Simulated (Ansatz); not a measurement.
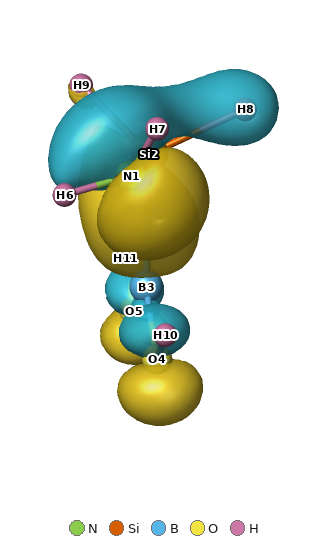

*BH₆NO₂Si (SMILES N[SiH2]B(O)O). The HOMO−1 at ±0.15 Å⁻³ᐟ² (yellow and cyan are the two phases), seen at an oblique angle.*

Geometry: PBE0-D4/def2-TZVP.

All numbers below come from Ansatz, RKS PBE0-D4/def2-TZVPP.

```csv
atom,x (Å),y (Å),z (Å)
N,0.8456,0.2259,1.5165
Si,-0.6393,-0.0337,0.6390
B,-0.0353,-0.0646,-1.3065
O,1.1967,0.4606,-1.5361
O,-0.7042,-0.5390,-2.3918
H,1.4979,-0.5431,1.5739
H,0.7913,0.6824,2.4147
H,-1.5011,1.1429,0.9465
H,-1.4179,-1.2441,1.0550
H,1.5890,0.7738,-0.7120
H,-1.5574,-0.9182,-2.1786
```

> Describe this orbital and give its energy.

Its weight (Hirshfeld) is mainly on N1 (about 35 %), Si2 (about 20 %), O4 (about 10 %), B3 (about 10 %) and O5 (about 5 %). Its energy is −8.25 eV.
